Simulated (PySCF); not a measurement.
# GaH3 (SMILES [GaH3]) at MP2/cc-pVTZ

Aim: the vertical ionisation energy of GaH3 at MP2/cc-pVTZ, from 2 runs. 

The results are computed with PySCF 2.14.0.

### Step 1. The system as given

GaH3 has 4 atoms, charge 0, and is taken as a singlet. SMILES: `[GaH3]`. The shape is that of a PBE0-D4/def2-TZVP optimisation.

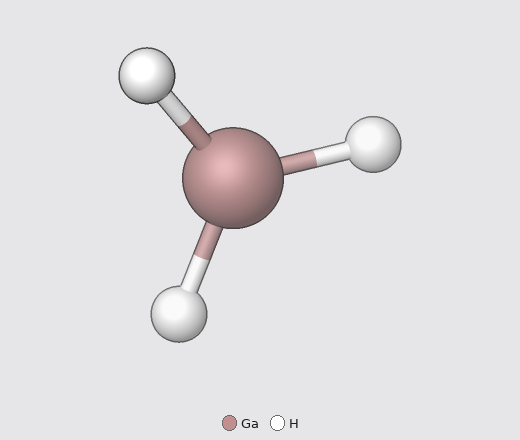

The structure, seen from a chosen angle (gallium pink, hydrogen white).

### Step 2. The energy at MP2/cc-pVTZ

Input file input.py:

```python
from pyscf import gto, mp

mol = gto.M(
    atom='''
Ga     0.013400    -0.014900    -0.004600
H      1.252400     0.343800     0.887700
H     -0.552100    -1.477800    -0.009700
H     -0.658400     1.088700    -0.893700
''',
    basis='cc-pvtz',
    verbose=3,
    charge=0,
    max_memory=1860,
)

mf = mol.RHF()
mf.conv_tol = 1e-10
mf.kernel()
if not mf.converged:
    mf = mf.newton().run(mf.mo_coeff, mf.mo_occ)

pt = mp.MP2(mf, frozen=9).run()
etot = pt.e_tot
print('Final energy', etot)
```

Started as:

```sh
$ OMP_NUM_THREADS=1 python input.py
```

The program printed:

```text
converged SCF energy = -1925.00132106236
E(RMP2) = -1925.17825979904  E_corr = -0.176938736680337
E(SCS-RMP2) = -1925.18080116063  E_corr = -0.179480098271964
Final energy -1925.178259799039
```

Wall time 1.6 s (1 thread of Arm Neoverse V2, shared host); peak memory 0.18 GiB.

### Step 3. The doublet cation at the same level

Input file calc.py:

```python
from pyscf import gto, mp

molecule = gto.M(
    atom='Ga 0.013400 -0.014900 -0.004600; H 1.252400 0.343800 0.887700; H -0.552100 -1.477800 -0.009700; H -0.658400 1.088700 -0.893700',
    charge=1,
    verbose=3,
    max_memory=1860,
    basis='cc-pvtz',
    spin=1,
)

calc0 = molecule.UHF()
calc0.conv_tol = 1e-10
calc0.kernel()
if not calc0.converged:
    calc0 = calc0.newton().run(calc0.mo_coeff, calc0.mo_occ)

pt = mp.MP2(calc0, frozen=9).run()
e_tot = pt.e_tot
print('E(%s) = %.9f' % ('MP2', e_tot))
```

Started as:

```sh
$ OMP_NUM_THREADS=1 python calc.py
```

The program printed:

```text
converged SCF energy = -1924.61131131889  <S^2> = 0.77740611  2S+1 = 2.0272209
E(UMP2) = -1924.7605439672  E_corr = -0.149232648310714
E(SCS-UMP2) = -1924.76021773418  E_corr = -0.148906415284066
E(MP2) = -1924.760543967
```

It took 2.7 s on 1 thread of Arm Neoverse V2, shared host; peak memory 0.19 GiB.

### Step 4. Results

At MP2/cc-pVTZ, 9 core orbitals frozen:

```
                                                                  quantity           value
                                                singlet GaH3: total energy  -1925.17826 Eh
                        singlet GaH3: dipole moment (Hartree–Fock density)          0.00 D
                         singlet GaH3: HOMO energy (Hartree–Fock orbitals)       -11.66 eV
                         singlet GaH3: LUMO energy (Hartree–Fock orbitals)         0.86 eV
                       singlet GaH3: HOMO–LUMO gap (Hartree–Fock orbitals)        12.51 eV
                 singlet GaH3: correlation energy (9 core orbitals frozen)      -176.9 mEh
                                              doublet cation: total energy  -1924.76054 Eh
doublet cation: HOMO energy (Hartree–Fock orbitals) (highest over α and β)       -17.66 eV
 doublet cation: LUMO energy (Hartree–Fock orbitals) (lowest over α and β)        -9.70 eV
               doublet cation: correlation energy (9 core orbitals frozen)      -149.2 mEh
                         doublet cation: ⟨S²⟩ of the reference determinant           0.777
                        vertical ionisation energy (to the doublet cation)       11.367 eV
```

Removing an electron at fixed nuclei costs 11.37 eV (262 kcal/mol). Mulliken charges (doublet cation) of the mean-field density run from +0.03 on H3 to +0.72 on Ga1; they depend strongly on the basis.
